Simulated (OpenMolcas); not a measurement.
# InHCl2: excited-state calculation (part 2 of 3)

InHCl2; CASPT2/ANO-RCC-VDZ, DKH2 (OpenMolcas 26.06). Some settings of this run were made unusual or wrong on purpose. The geometry comes from this level: PBE0-D4/def2-TZVP.

Geometry of the input (Å):
```
Cl -1.8073  0.7088  -0.9926
In 0.1497  0.1322  0.0956
Cl 0.5380  -2.1460  0.0198
H  1.1752  1.2446  0.8569
```

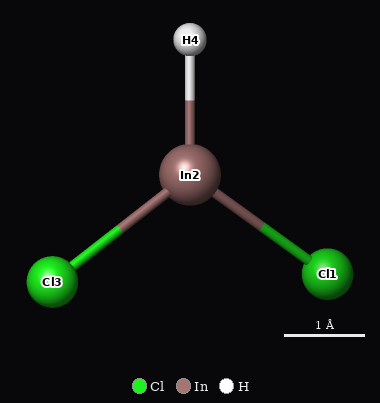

**Figure 1.** The input geometry (ball-and-stick view, seen at a tilt; atoms are numbered from 1 in the order of the input). Sticks mark near contacts.

**What the program printed, continued**
```
++    Natural Bond Order analysis
      ---------------------------
      Based on LoProp computed density
      -------------------------------------------------------------------------------------
      Atom A       Atom B       Bond Order
        IN2          H4             0.791
      -------------------------------------------------------------------------------------
      NBO located      1.582 electrons involved in    1 bonds.
      NBO located      1.014 non-bonded electrons on atom CL1
      NBO located      0.999 non-bonded electrons on atom CL1
      NBO located      1.000 non-bonded electrons on atom CL1
      NBO located      1.000 non-bonded electrons on atom CL1
      NBO located      1.000 non-bonded electrons on atom CL1
      NBO located      1.000 non-bonded electrons on atom CL1
      NBO located      1.000 non-bonded electrons on atom CL1
      NBO located      0.947 non-bonded electrons on atom IN2
      NBO located      0.993 non-bonded electrons on atom IN2
      NBO located      0.995 non-bonded electrons on atom IN2
      NBO located      0.995 non-bonded electrons on atom IN2
      NBO located      0.996 non-bonded electrons on atom IN2
      NBO located      0.997 non-bonded electrons on atom IN2
      NBO located      0.998 non-bonded electrons on atom IN2
      NBO located      0.999 non-bonded electrons on atom IN2
      NBO located      1.000 non-bonded electrons on atom IN2
      NBO located      1.000 non-bonded electrons on atom IN2
      NBO located      1.000 non-bonded electrons on atom IN2
      NBO located      1.000 non-bonded electrons on atom IN2
      NBO located      1.000 non-bonded electrons on atom IN2
      NBO located      1.000 non-bonded electrons on atom IN2
      NBO located      1.000 non-bonded electrons on atom IN2
      NBO located      1.000 non-bonded electrons on atom IN2
      NBO located      1.000 non-bonded electrons on atom IN2
      NBO located      1.000 non-bonded electrons on atom IN2
      NBO located      1.000 non-bonded electrons on atom IN2
      NBO located      1.000 non-bonded electrons on atom IN2
      NBO located      1.000 non-bonded electrons on atom IN2
      NBO located      1.000 non-bonded electrons on atom IN2
      NBO located      1.000 non-bonded electrons on atom IN2
      NBO located      0.957 non-bonded electrons on atom CL3
      NBO located      1.013 non-bonded electrons on atom CL3
      NBO located      1.000 non-bonded electrons on atom CL3
      NBO located      1.000 non-bonded electrons on atom CL3
      NBO located      1.000 non-bonded electrons on atom CL3
      NBO located      1.000 non-bonded electrons on atom CL3
      NBO located      1.000 non-bonded electrons on atom CL3
      The remaining    4.109 electrons are to be considered as diffuse
--

--

      Von Neumann Entropy (Root   2) =  1.00000

      Mulliken population analysis for root number:  2
      -----------------------------------------------

++    Molecular charges:
      ------------------

      Mulliken charges per centre
      ---------------------------

                CL1     IN2     CL3     H4
      Total   17.1784 48.6305 17.1781  1.0130

      N-E     -0.1784  0.3695 -0.1781 -0.0130

      Total electronic charge=   84.000000

      Total            charge=   -0.000000
--

      Expectation values of various properties for root number:  2
      -----------------------------------------------------------

++    Molecular properties:
      ---------------------

      Charge (e):
                      =   -0.0000
      Dipole Moment (debye):
      Origin of the operator (angstrom)=   -0.1399   -0.1819   -0.1193
                   X= -2.0461E-01               Y= -2.2493E-01               Z= -1.4890E-01           Total=  3.3858E-01
      Quadrupole Moment (debye*angstrom):
      Origin of the operator (angstrom)=   -0.1399   -0.1819   -0.1193
                  XX= -5.5996E+01              XY=  2.8912E-01              XZ= -5.1339E-01              YY= -5.6326E+01
                  YZ=  2.2921E-03              ZZ= -5.5375E+01
      In traceless form (debye*angstrom)
                  XX= -1.4491E-01              XY=  4.3368E-01              XZ= -7.7009E-01              YY= -6.4093E-01
                  YZ=  3.4382E-03              ZZ=  7.8585E-01
--

      LoProp population analysis for root number:  2
      -----------------------------------------------

++    LoProp analysis:
      ----------------

++    Static properties:
      ------------------

      LoProp Charges per center

                   CL1      IN2      CL3      H4
      Nuclear     17.0000  49.0000  17.0000   1.0000
      Electronic -17.0713 -48.8288 -17.0710  -1.0289

      Total       -0.0713   0.1712  -0.0710  -0.0289
--

      Natural Bond Order analysis for root number:  2

++    Natural Bond Order analysis
      ---------------------------
      Based on LoProp computed density
      -------------------------------------------------------------------------------------
      Atom A       Atom B       Bond Order
      -------------------------------------------------------------------------------------
      NBO located      1.006 non-bonded electrons on atom CL1
      NBO located      1.000 non-bonded electrons on atom CL1
      NBO located      1.000 non-bonded electrons on atom CL1
      NBO located      1.000 non-bonded electrons on atom CL1
      NBO located      1.000 non-bonded electrons on atom CL1
      NBO located      1.000 non-bonded electrons on atom CL1
      NBO located      1.016 non-bonded electrons on atom IN2
      NBO located      0.993 non-bonded electrons on atom IN2
      NBO located      0.995 non-bonded electrons on atom IN2
      NBO located      0.996 non-bonded electrons on atom IN2
      NBO located      0.996 non-bonded electrons on atom IN2
      NBO located      0.997 non-bonded electrons on atom IN2
      NBO located      0.998 non-bonded electrons on atom IN2
      NBO located      0.999 non-bonded electrons on atom IN2
      NBO located      1.000 non-bonded electrons on atom IN2
      NBO located      1.000 non-bonded electrons on atom IN2
      NBO located      1.000 non-bonded electrons on atom IN2
      NBO located      1.000 non-bonded electrons on atom IN2
      NBO located      1.000 non-bonded electrons on atom IN2
      NBO located      1.000 non-bonded electrons on atom IN2
      NBO located      1.000 non-bonded electrons on atom IN2
      NBO located      1.000 non-bonded electrons on atom IN2
      NBO located      1.000 non-bonded electrons on atom IN2
      NBO located      1.000 non-bonded electrons on atom IN2
      NBO located      1.000 non-bonded electrons on atom IN2
      NBO located      1.000 non-bonded electrons on atom IN2
      NBO located      1.000 non-bonded electrons on atom IN2
      NBO located      1.000 non-bonded electrons on atom IN2
      NBO located      1.000 non-bonded electrons on atom IN2
      NBO located      1.000 non-bonded electrons on atom CL3
      NBO located      1.000 non-bonded electrons on atom CL3
      NBO located      1.000 non-bonded electrons on atom CL3
      NBO located      1.000 non-bonded electrons on atom CL3
      NBO located      1.000 non-bonded electrons on atom CL3
      The remaining    8.331 electrons are to be considered as diffuse
--

--

      Von Neumann Entropy (Root   3) =  0.98651

      Mulliken population analysis for root number:  3
      -----------------------------------------------

++    Molecular charges:
      ------------------

      Mulliken charges per centre
      ---------------------------

                CL1     IN2     CL3     H4
      Total   17.2279 48.5309 17.2282  1.0130

      N-E     -0.2279  0.4691 -0.2282 -0.0130

      Total electronic charge=   84.000000

      Total            charge=   -0.000000
--

      Expectation values of various properties for root number:  3
      -----------------------------------------------------------

++    Molecular properties:
      ---------------------

      Charge (e):
                      =   -0.0000
      Dipole Moment (debye):
      Origin of the operator (angstrom)=   -0.1399   -0.1819   -0.1193
                   X=  1.1786E-01               Y=  1.3388E-01               Z=  9.1253E-02           Total=  2.0036E-01
      Quadrupole Moment (debye*angstrom):
      Origin of the operator (angstrom)=   -0.1399   -0.1819   -0.1193
                  XX= -5.6504E+01              XY=  1.1430E+00              XZ= -1.1650E+00              YY= -5.7370E+01
                  YZ=  2.6527E-01              ZZ= -5.4950E+01
      In traceless form (debye*angstrom)
                  XX= -3.4427E-01              XY=  1.7145E+00              XZ= -1.7475E+00              YY= -1.6431E+00
                  YZ=  3.9791E-01              ZZ=  1.9874E+00
--

      LoProp population analysis for root number:  3
      -----------------------------------------------

++    LoProp analysis:
      ----------------

++    Static properties:
      ------------------

      LoProp Charges per center

                   CL1      IN2      CL3      H4
      Nuclear     17.0000  49.0000  17.0000   1.0000
      Electronic -17.1298 -48.7111 -17.1302  -1.0289

      Total       -0.1298   0.2889  -0.1302  -0.0289
--

      Natural Bond Order analysis for root number:  3

++    Natural Bond Order analysis
      ---------------------------
      Based on LoProp computed density
      -------------------------------------------------------------------------------------
      Atom A       Atom B       Bond Order
      -------------------------------------------------------------------------------------
      NBO located      1.006 non-bonded electrons on atom CL1
      NBO located      1.000 non-bonded electrons on atom CL1
      NBO located      1.000 non-bonded electrons on atom CL1
      NBO located      1.000 non-bonded electrons on atom CL1
      NBO located      1.000 non-bonded electrons on atom CL1
      NBO located      1.000 non-bonded electrons on atom CL1
      NBO located      1.016 non-bonded electrons on atom IN2
      NBO located      0.993 non-bonded electrons on atom IN2
      NBO located      0.995 non-bonded electrons on atom IN2
      NBO located      0.996 non-bonded electrons on atom IN2
      NBO located      0.996 non-bonded electrons on atom IN2
      NBO located      0.997 non-bonded electrons on atom IN2
      NBO located      0.998 non-bonded electrons on atom IN2
      NBO located      0.999 non-bonded electrons on atom IN2
      NBO located      1.000 non-bonded electrons on atom IN2
      NBO located      1.000 non-bonded electrons on atom IN2
      NBO located      1.000 non-bonded electrons on atom IN2
      NBO located      1.000 non-bonded electrons on atom IN2
      NBO located      1.000 non-bonded electrons on atom IN2
      NBO located      1.000 non-bonded electrons on atom IN2
      NBO located      1.000 non-bonded electrons on atom IN2
      NBO located      1.000 non-bonded electrons on atom IN2
      NBO located      1.000 non-bonded electrons on atom IN2
      NBO located      1.000 non-bonded electrons on atom IN2
      NBO located      1.000 non-bonded electrons on atom IN2
      NBO located      1.000 non-bonded electrons on atom IN2
      NBO located      1.000 non-bonded electrons on atom IN2
      NBO located      1.000 non-bonded electrons on atom IN2
      NBO located      1.000 non-bonded electrons on atom IN2
      NBO located      1.019 non-bonded electrons on atom CL3
      NBO located      1.000 non-bonded electrons on atom CL3
      NBO located      1.000 non-bonded electrons on atom CL3
      NBO located      1.000 non-bonded electrons on atom CL3
      NBO located      1.000 non-bonded electrons on atom CL3
      NBO located      1.000 non-bonded electrons on atom CL3
      The remaining    7.248 electrons are to be considered as diffuse
--

--

      Von Neumann Entropy (Root   4) =  0.99997

      Mulliken population analysis for root number:  4
      -----------------------------------------------

++    Molecular charges:
      ------------------

      Mulliken charges per centre
      ---------------------------

                CL1     IN2     CL3     H4
      Total   16.7026 49.5817 16.7026  1.0130

      N-E      0.2974 -0.5817  0.2974 -0.0130

      Total electronic charge=   84.000000

      Total            charge=   -0.000000
--

      Expectation values of various properties for root number:  4
      -----------------------------------------------------------

++    Molecular properties:
      ---------------------

      Charge (e):
                      =   -0.0000
      Dipole Moment (debye):
      Origin of the operator (angstrom)=   -0.1399   -0.1819   -0.1193
                   X= -3.9638E+00               Y= -4.2961E+00               Z= -2.9324E+00           Total=  6.5396E+00
      Quadrupole Moment (debye*angstrom):
      Origin of the operator (angstrom)=   -0.1399   -0.1819   -0.1193
                  XX= -5.3619E+01              XY= -6.8154E+00              XZ=  4.9151E+00              YY= -4.9579E+01
                  YZ= -2.1955E+00              ZZ= -6.0778E+01
      In traceless form (debye*angstrom)
                  XX=  1.5598E+00              XY= -1.0223E+01              XZ=  7.3727E+00              YY=  7.6198E+00
                  YZ= -3.2933E+00              ZZ= -9.1796E+00
--

      LoProp population analysis for root number:  4
      -----------------------------------------------

++    LoProp analysis:
      ----------------

++    Static properties:
      ------------------

      LoProp Charges per center

                   CL1      IN2      CL3      H4
      Nuclear     17.0000  49.0000  17.0000   1.0000
      Electronic -16.6394 -49.6923 -16.6394  -1.0289

      Total        0.3606  -0.6923   0.3606  -0.0289
--

      Natural Bond Order analysis for root number:  4

++    Natural Bond Order analysis
      ---------------------------
      Based on LoProp computed density
      -------------------------------------------------------------------------------------
      Atom A       Atom B       Bond Order
      -------------------------------------------------------------------------------------
      NBO located      1.008 non-bonded electrons on atom CL1
      NBO located      1.000 non-bonded electrons on atom CL1
      NBO located      1.000 non-bonded electrons on atom CL1
      NBO located      1.000 non-bonded electrons on atom CL1
      NBO located      1.000 non-bonded electrons on atom CL1
      NBO located      1.000 non-bonded electrons on atom CL1
      NBO located      1.010 non-bonded electrons on atom IN2
      NBO located      0.993 non-bonded electrons on atom IN2
      NBO located      0.995 non-bonded electrons on atom IN2
      NBO located      0.996 non-bonded electrons on atom IN2
      NBO located      0.996 non-bonded electrons on atom IN2
      NBO located      0.996 non-bonded electrons on atom IN2
      NBO located      0.998 non-bonded electrons on atom IN2
      NBO located      0.999 non-bonded electrons on atom IN2
      NBO located      1.000 non-bonded electrons on atom IN2
      NBO located      1.000 non-bonded electrons on atom IN2
      NBO located      1.000 non-bonded electrons on atom IN2
      NBO located      1.000 non-bonded electrons on atom IN2
      NBO located      1.000 non-bonded electrons on atom IN2
      NBO located      1.000 non-bonded electrons on atom IN2
      NBO located      1.000 non-bonded electrons on atom IN2
      NBO located      1.000 non-bonded electrons on atom IN2
      NBO located      1.000 non-bonded electrons on atom IN2
      NBO located      1.000 non-bonded electrons on atom IN2
      NBO located      1.000 non-bonded electrons on atom IN2
      NBO located      1.000 non-bonded electrons on atom IN2
      NBO located      1.000 non-bonded electrons on atom IN2
      NBO located      1.000 non-bonded electrons on atom IN2
      NBO located      1.000 non-bonded electrons on atom IN2
      NBO located      1.000 non-bonded electrons on atom CL3
      NBO located      1.000 non-bonded electrons on atom CL3
      NBO located      1.000 non-bonded electrons on atom CL3
      NBO located      1.000 non-bonded electrons on atom CL3
      NBO located      1.000 non-bonded electrons on atom CL3
      The remaining    8.132 electrons are to be considered as diffuse
--

--

      Average orbitals are written to the RASORB file
      Natural orbitals for root   1 are written to the RASORB.1 file
      Natural orbitals for root   2 are written to the RASORB.2 file
      Natural orbitals for root   3 are written to the RASORB.3 file
      Natural orbitals for root   4 are written to the RASORB.4 file
      Spin density orbitals for root   1 are written to the SPDORB.1 file
      Spin density orbitals for root   2 are written to the SPDORB.2 file
      Spin density orbitals for root   3 are written to the SPDORB.3 file
      Spin density orbitals for root   4 are written to the SPDORB.4 file
```
